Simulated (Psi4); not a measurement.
# B2PLYP/def2-TZVPD (density fitting, density fitting for correlation, sweep point 6) run of B2H2F2 (SMILES BB(F)F)

Aim: the vertical singlet–triplet gap of B2H2F2 at B2PLYP/def2-TZVPD (density fitting, density fitting for correlation, sweep point 6), from 2 runs. The job is set up through a Python script.

Program for the calculation: Psi4 1.11.

4 further runs of the same task are left out: 4 set aside as unsound or not needed.

## (1) The system as given

B2H2F2 has 6 atoms, charge 0, and is taken as a singlet. SMILES: `BB(F)F`. Geometry: relaxed at GFN2-xTB.

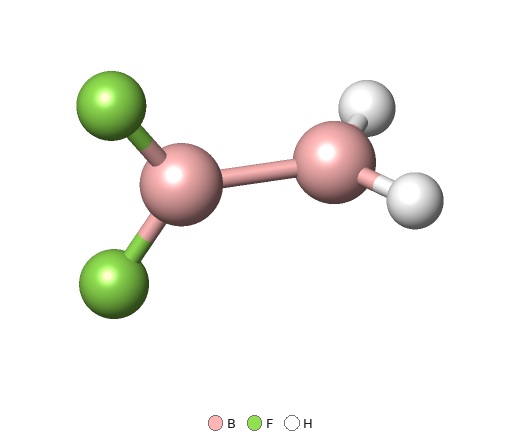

The structure, seen from a chosen angle (boron pink, fluorine green, hydrogen white).

## (2) A single-point energy at B2PLYP/def2-TZVPD (density fitting, density fitting for correlation, sweep point 6)

job.py reads:

```python
import psi4

psi4.set_memory('1600 MB')
psi4.set_num_threads(1)
psi4.set_output_file('run.log', False)

geom = psi4.geometry("""
B     -0.384060     0.723310    -0.312960
B      0.345050    -0.650110     0.286370
F      0.646000    -1.713150    -0.448520
F      0.700630    -0.821130     1.551970
H     -1.545580     0.840870    -0.348270
H      0.237960     1.620200    -0.728600
symmetry c1
""")

psi4.set_options({
    'basis': 'def2-TZVPD',
    'puream': True,
    'scf_type': 'df',
    'num_frozen_docc': 4,
    'dft_radial_points': 99,
    'dft_spherical_points': 590,
})

energy_value, wavefunction = psi4.energy("b2plyp", return_wfn=True)
print('E =', round(energy_value, 9))
```

The run is started by

```
$ python job.py
```

run.log:

```text
[...]
  Running in c1 symmetry.
[...]
  Nuclear repulsion =   93.948527783027771
[...]
  Multiplicity = 1
[...]
  Nalpha       = 15
  Nbeta        = 15
[...]
    Number of basis functions: 172
[...]
   @DF-RKS iter   1:  -250.32449189640488   -9.21507e-01   2.67707e-03 ADIIS/DIIS
[...]
   @DF-RKS iter   7:  -250.39753839555519   -2.55238e-08   5.99575e-07 DIIS
[...]
    Orbital Energies [Eh]
    ---------------------
    Doubly Occupied:
       1A    -25.372312     2A    -25.371908     3A     -7.201338
       4A     -7.125575     5A     -1.409531     6A     -1.372132
       7A     -0.689772     8A     -0.638806     9A     -0.624861
      10A     -0.585160    11A     -0.565439    12A     -0.528815
      13A     -0.513345    14A     -0.437976    15A     -0.405976
[...]
  @DF-RKS Final Energy:  -250.39753839555519
   => Energetics <=
    Nuclear Repulsion Energy =             93.9485277830277710
    One-Electron Energy =                -532.7165507451433086
    Two-Electron Energy =                 202.6767138912724135
    DFT Exchange-Correlation Energy =     -14.3062293247120635
    Empirical Dispersion Energy =           0.0000000000000000
    VV10 Nonlocal Energy =                  0.0000000000000000
    Total Energy =                       -250.3975383955551877
[...]
 Multipole Moments:
 ------------------------------------------------------------------------------------
     Multipole            Electronic (a.u.)      Nuclear  (a.u.)        Total (a.u.)
 ------------------------------------------------------------------------------------
 L = 1.  Multiply by 2.5417464519 to convert [e a0] to [Debye]
 Dipole X            :          1.4379969           -1.7215616           -0.2835647
 Dipole Y            :         -2.7061574            3.2402094            0.5340519
 Dipole Z            :          1.1932326           -1.4191869           -0.2259544
 Magnitude           :                                                    0.6455043
[...]
```

The script printed:

```text
E = -250.61707052
```

Wall time 34 s (1 thread of Intel Xeon at 2.70GHz, shared host); peak memory 1 GiB.

## (3) The triplet at the same level

run.py reads:

```python
import psi4

psi4.set_memory('1600 MB')
psi4.set_num_threads(1)
psi4.set_output_file('output.dat', False)

m = psi4.geometry("""
0 3
B     -0.384060     0.723310    -0.312960
B      0.345050    -0.650110     0.286370
F      0.646000    -1.713150    -0.448520
F      0.700630    -0.821130     1.551970
H     -1.545580     0.840870    -0.348270
H      0.237960     1.620200    -0.728600
symmetry c1
""")

options = {'basis': 'def2-TZVPD', 'reference': 'uks', 'puream': True, 'scf_type': 'df', 'num_frozen_docc': 4, 'dft_radial_points': 99, 'dft_spherical_points': 590, 'maxiter': 150}
psi4.set_options(options)

e_tot = psi4.energy("b2plyp", molecule=m)
print('E =', round(e_tot, 9))
```

The run is started by

```
$ python run.py
```

output.dat:

```text
[...]
  Running in c1 symmetry.
[...]
  Nuclear repulsion =   93.948527783027771
[...]
  Multiplicity = 3
[...]
  Nalpha       = 16
  Nbeta        = 14
[...]
    Number of basis functions: 172
[...]
   @DF-UKS iter   1:  -250.14782670025684   -7.44842e-01   2.55273e-03 DIIS/ADIIS
[...]
   @DF-UKS iter   9:  -250.22832738373654   -4.07334e-08   4.85491e-07 DIIS
[...]
   @S^2 Observed:                2.006195261E+00
[...]
    Orbital Energies [Eh]
    ---------------------
    Alpha Occupied:
       1A    -25.420184     2A    -25.419643     3A     -7.307212
       4A     -7.108385     5A     -1.456478     6A     -1.418940
       7A     -0.747230     8A     -0.694574     9A     -0.676338
      10A     -0.627189    11A     -0.602206    12A     -0.568683
      13A     -0.556533    14A     -0.476310    15A     -0.443748
      16A     -0.238838
    Alpha Virtual:
      17A     -0.001692    18A      0.016925    19A      0.041533
      20A      0.081274    21A      0.090162    22A      0.095249
      23A      0.104023    24A      0.117937    25A      0.119190
[...]
  @DF-UKS Final Energy:  -250.22832738373654
   => Energetics <=
    Nuclear Repulsion Energy =             93.9485277830277710
    One-Electron Energy =                -531.5602035593406072
    Two-Electron Energy =                 201.6483915229495949
    DFT Exchange-Correlation Energy =     -14.2650431303733036
    Empirical Dispersion Energy =           0.0000000000000000
    VV10 Nonlocal Energy =                  0.0000000000000000
    Total Energy =                       -250.2283273837365414
[...]
 Multipole Moments:
 ------------------------------------------------------------------------------------
     Multipole            Electronic (a.u.)      Nuclear  (a.u.)        Total (a.u.)
 ------------------------------------------------------------------------------------
 L = 1.  Multiply by 2.5417464519 to convert [e a0] to [Debye]
 Dipole X            :          1.7410509           -1.7215616            0.0194892
 Dipole Y            :         -3.2781996            3.2402094           -0.0379902
 Dipole Z            :          1.4377129           -1.4191869            0.0185260
 Magnitude           :                                                    0.0465435
[...]
```

On the terminal:

```text
E = -250.449556061
```

Run time: 72 s. Hardware: 1 thread of Intel Xeon at 2.70GHz, shared host; peak memory 1 GiB.

## (4) Outcome

Level: B2PLYP/def2-TZVPD (density fitting, density fitting for correlation, sweep point 6), 4 core orbitals frozen.

| quantity | value |
| --- | --- |
| singlet: total energy | -250.61707 Eh |
| singlet: HOMO energy (SCF part's orbitals) | -11.05 eV |
| singlet: LUMO energy (SCF part's orbitals) | -1.16 eV |
| singlet: HOMO–LUMO gap (SCF part's orbitals) | 9.89 eV |
| triplet: total energy | -250.44956 Eh |
| triplet: HOMO energy (SCF part's orbitals) (highest over α and β) | -6.50 eV |
| triplet: LUMO energy (SCF part's orbitals) (lowest over α and β) | -5.58 eV |
| triplet: ⟨S²⟩ | 2.006 |
| vertical energy of the triplet above the singlet | 4.558 eV |

At this shape the triplet lies 4.56 eV (440 kJ/mol) above the singlet.
